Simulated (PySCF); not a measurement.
**C$_{4}$H$_{11}$OPSi$_{2}$: density, localisation and related maps**

```xyz
19

C    -3.2776    0.5364   -0.4460
C    -1.9268    0.5302    0.2522
O    -1.3472   -0.7435    0.1520
Si    0.1865   -1.1364   -0.1935
C     1.3089   -1.1460    1.3409
C     2.3875   -0.3703    1.3966
Si    2.8152    0.7609   -0.0602
P     1.1326    0.4316   -1.5038
H    -3.1468    0.3084   -1.5005
H    -3.9257   -0.2168   -0.0055
H    -3.7425    1.5133   -0.3458
H    -1.2620    1.2758   -0.2046
H    -2.0427    0.7739    1.3155
H     0.0104   -2.4564   -0.7861
H     1.0470   -1.7891    2.1729
H     3.0234   -0.3671    2.2735
H     2.8156    2.1672    0.3611
H     4.1209    0.4058   -0.6261
H     1.8138   -0.4687   -2.2936
```

Geometry: GFN2-xTB.

These are results of PySCF, PBE0/pcSseg-1, SCF density, gas phase, non-relativistic, not measurements.

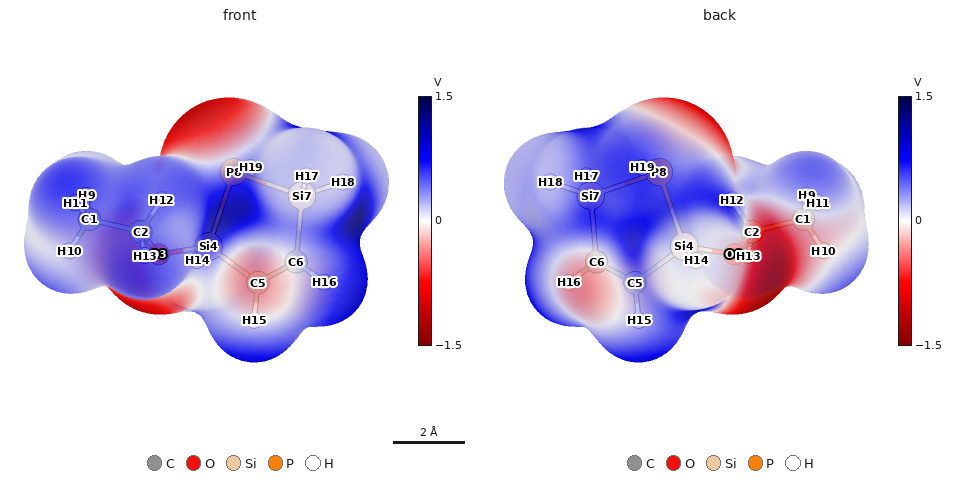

Figure 1. The electrostatic potential painted on the density surface at 0.002 e/bohr³, seen from the front and from behind; the colour scale runs from red (negative) to blue (positive).

> Where is the surface potential most negative and most positive?

The most negative region (about −1.3 V) lies over O3, the most positive (about +1.2 V) over Si7. O3 is the likeliest acceptor of a hydrogen bond.

> How polar is the molecule by this calculation?

Its dipole moment is 1.22 D.

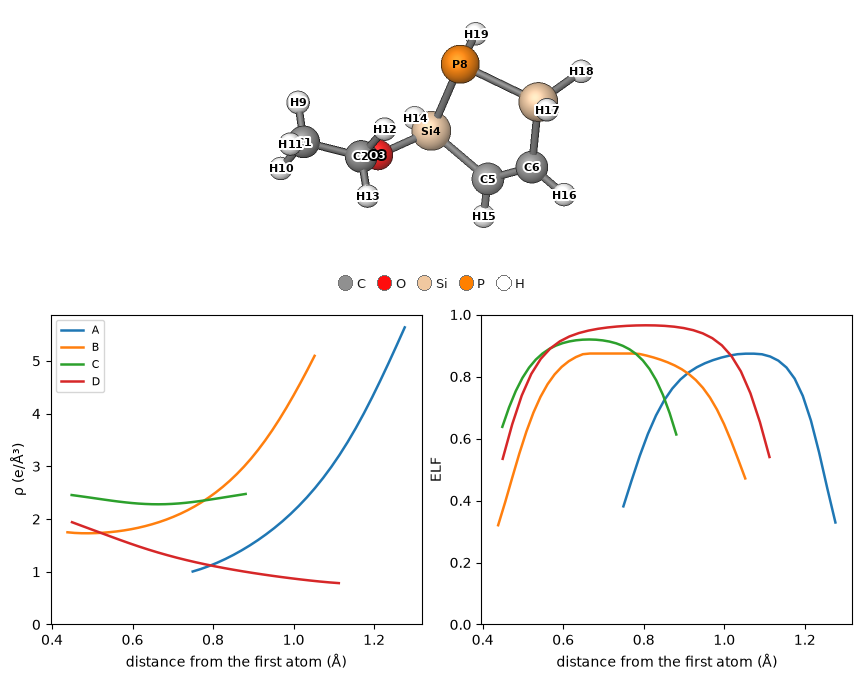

Figure 2. Electron density and electron localisation function along straight lines between neighbouring atoms. The curves leave out the atomic cores. The structure is drawn too.

> Which curve belongs to which contact (C–C, C–O, C–Si and Si–O)? The first atom named is at distance zero.

Curve A: Si–O (1.62 Å): the density is about 1.2 e/Å³ at the midpoint; the ELF peaks at about 0.85 between the atoms: a polar covalent bond. Curve B: C–O (1.40 Å): the density is about 2 e/Å³ at the midpoint, with its minimum of 1.7 e/Å³ about 0.5 Å from C; the ELF peaks at about 0.85 between the atoms (a polar covalent bond). Curve C: C–C (1.33 Å): the density is about 2.3 e/Å³ at the midpoint; the ELF peaks at about 0.90 between the atoms (a short, multiple covalent bond). Curve D: C–Si (1.89 Å): ρ is about 0.92 e/Å³ halfway; the ELF peaks at about 0.95 between the atoms, as expected for localised, covalent bonding.
